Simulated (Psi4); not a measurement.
# H3O+ (oxonium): MP2/aug-cc-pVTZ

Aim: the energy change on altering one bond length of H3O+ (oxonium) at MP2/aug-cc-pVTZ, from 2 runs. 

The results are computed with Psi4 1.11.

1 further run of the same task is left out (set aside as unsound or not needed).

## (1) The molecule

H3O+: 4 atoms, total charge +1, spin state singlet. As SMILES, `[OH3+]`. The shape is that of a PBE0-D4/def2-TZVP optimisation.

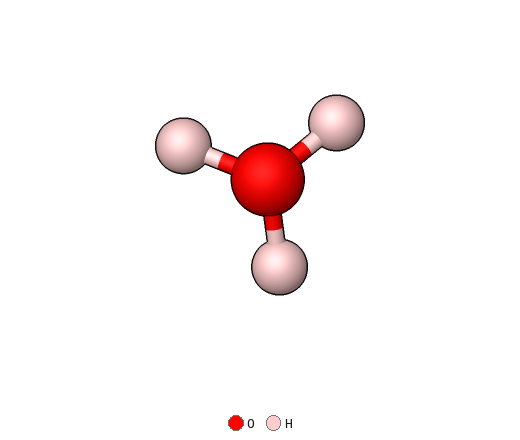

The structure, seen from a chosen angle (oxygen red, hydrogen pink).

## (2) The energy at MP2/aug-cc-pVTZ

input.inp reads:

```
memory 2.2 GB

molecule {
  1 1
  O
  H 1 0.978205
  H 1 0.978205 2 113.02582
  H 1 0.978188 2 113.01489 3 -129.94022
  units angstrom
  symmetry c1
  no_reorient
  no_com
}

set {
  basis           aug-cc-pVTZ
  puream          true
  e_convergence   1e-09
  d_convergence   1e-08
  scf_type        pk
  num_frozen_docc 1
  mp2_type        conv
}

E, wfn = energy('mp2', return_wfn=True)
```

On the command line:

```bash
$ psi4 -i input.inp -o input.out -n 1
```

input.out:

```text
[...]
  Running in c1 symmetry.
[...]
  Nuclear repulsion =   13.956305618847713
[...]
  Multiplicity = 1
[...]
  Nalpha       = 5
  Nbeta        = 5
[...]
    Number of basis functions: 115
[...]
   @RHF iter   1:   -76.29638460403460    1.00909e-03   2.66596e-03 DIIS/ADIIS
[...]
   @RHF iter   9:   -76.33987676641574   -4.00746e-12   4.04123e-09 DIIS
[...]
    Orbital Energies [Eh]
    ---------------------
    Doubly Occupied:
       1A    -21.000931     2A     -1.798453     3A     -1.134162
       4A     -1.134131     5A     -0.951389
[...]
  @RHF Final Energy:   -76.33987676641574
   => Energetics <=
    Nuclear Repulsion Energy =             13.9563056188477130
    One-Electron Energy =                -128.5542318912064843
    Two-Electron Energy =                  38.2580495059430419
    Total Energy =                        -76.3398767664157276
[...]
 Multipole Moments:
 ------------------------------------------------------------------------------------
     Multipole            Electronic (a.u.)      Nuclear  (a.u.)        Total (a.u.)
 ------------------------------------------------------------------------------------
 L = 1.  Multiply by 2.5417464519 to convert [e a0] to [Debye]
 Dipole X            :          0.0036552           -0.5440757           -0.5404204
 Dipole Y            :         -0.0016794            0.2540071            0.2523277
 Dipole Z            :         -0.0010990            0.1679938            0.1668948
 Magnitude           :                                                    0.6193363
[...]
	SCS-MP2 Total Energy (a.u.)        :   -76.59937975602224
	SOS-MP2 Total Energy (a.u.)        :   -76.57908827802379
	SCSN-MP2 Total Energy (a.u.)       :   -76.44701577024752
[...]
	SOS-PI-MP2 Total Energy (a.u.)     :   -76.61895686329180
[...]
	MP2 Total Energy (a.u.)            :   -76.60009412675110
[...]
```

Run time: 7.5 s. Hardware: 1 thread of Intel Xeon Platinum 8375C at 2.90GHz (Ice Lake), shared host; peak memory 0.87 GiB.

## (3) The distorted shape, same level

h3o.xyz reads:

```xyz
4
H3O
O      0.270577    -0.009973     0.054407
H      0.307667     0.965167     0.122307
H     -0.408890    -0.368290    -0.767380
H      0.096467    -0.446723     0.912187
```

h3o.py reads:

```python
import psi4

psi4.set_memory(2200000000)
psi4.set_num_threads(1)
psi4.set_output_file('output.dat', False)

with open('h3o.xyz') as f:
    atoms = ''.join(f.readlines()[2:])
m = psi4.geometry('1 1\n' + atoms + 'symmetry c1\nno_reorient\nno_com')

options = {'basis': 'aug-cc-pVTZ', 'puream': True, 'e_convergence': 1e-09, 'd_convergence': 1e-08, 'scf_type': 'pk', 'num_frozen_docc': 1, 'mp2_type': 'conv'}
psi4.set_options(options)

e_tot, wfn = psi4.energy("mp2", return_wfn=True)
print(f'mp2 energy: {e_tot:.10f} Eh')
```

On the command line:

```bash
$ python h3o.py
```

output.dat:

```text
[...]
  Running in c1 symmetry.
[...]
  Nuclear repulsion =   13.346052362838488
[...]
  Multiplicity = 1
[...]
  Nalpha       = 5
  Nbeta        = 5
[...]
    Number of basis functions: 115
[...]
   @RHF iter   1:   -76.27755939466219   -7.92399e-02   2.63740e-03 DIIS/ADIIS
[...]
   @RHF iter  10:   -76.32165272825087   -3.45324e-12   1.99711e-09 DIIS
[...]
    Orbital Energies [Eh]
    ---------------------
    Doubly Occupied:
       1A    -20.994849     2A     -1.764456     3A     -1.119053
       4A     -1.074948     5A     -0.933053
[...]
  @RHF Final Energy:   -76.32165272825087
   => Energetics <=
    Nuclear Repulsion Energy =             13.3460523628384884
    One-Electron Energy =                -127.5626922760148858
    Two-Electron Energy =                  37.8949871849255260
    Total Energy =                        -76.3216527282508679
[...]
 Multipole Moments:
 ------------------------------------------------------------------------------------
     Multipole            Electronic (a.u.)      Nuclear  (a.u.)        Total (a.u.)
 ------------------------------------------------------------------------------------
 L = 1.  Multiply by 2.5417464519 to convert [e a0] to [Debye]
 Dipole X            :         -4.3170985            4.0815439           -0.2355546
 Dipole Y            :         -0.0162659            0.1329800            0.1167141
 Dipole Z            :         -1.1816121            1.3272869            0.1456749
 Magnitude           :                                                    0.3005484
[...]
	SCS-MP2 Total Energy (a.u.)        :   -76.58576536715859
	SOS-MP2 Total Energy (a.u.)        :   -76.58537299048059
	SCSN-MP2 Total Energy (a.u.)       :   -76.43083547592390
[...]
	SOS-PI-MP2 Total Energy (a.u.)     :   -76.60565916449826
[...]
	MP2 Total Energy (a.u.)            :   -76.58655012051453
[...]
```

On the terminal:

```text
mp2 energy: -76.5865501205 Eh
```

It took 7.5 s on 1 thread of Intel Xeon Platinum 8375C at 2.90GHz (Ice Lake), shared host; peak memory 0.89 GiB.

## (4) Summary of results

At MP2/aug-cc-pVTZ, 1 core orbital frozen:

```
                                                         quantity         value
                                        first shape: total energy  -76.60009 Eh
                 first shape: HOMO energy (Hartree–Fock orbitals)     -25.89 eV
                 first shape: LUMO energy (Hartree–Fock orbitals)      -4.67 eV
               first shape: HOMO–LUMO gap (Hartree–Fock orbitals)      21.22 eV
          first shape: correlation energy (1 core orbital frozen)    -260.2 mEh
                                    distorted shape: total energy  -76.58655 Eh
             distorted shape: HOMO energy (Hartree–Fock orbitals)     -25.39 eV
             distorted shape: LUMO energy (Hartree–Fock orbitals)      -4.92 eV
           distorted shape: HOMO–LUMO gap (Hartree–Fock orbitals)      20.47 eV
      distorted shape: correlation energy (1 core orbital frozen)    -264.9 mEh
energy change with the O1–H3 bond stretched from 0.978 to 1.125 Å      0.369 eV
```

What this shows: With the O1–H3 bond stretched from 0.978 to 1.125 Å the energy rises by 0.37 eV (8.5 kcal/mol). The first shape isn't relaxed at this level, so the change isn't measured from a minimum.
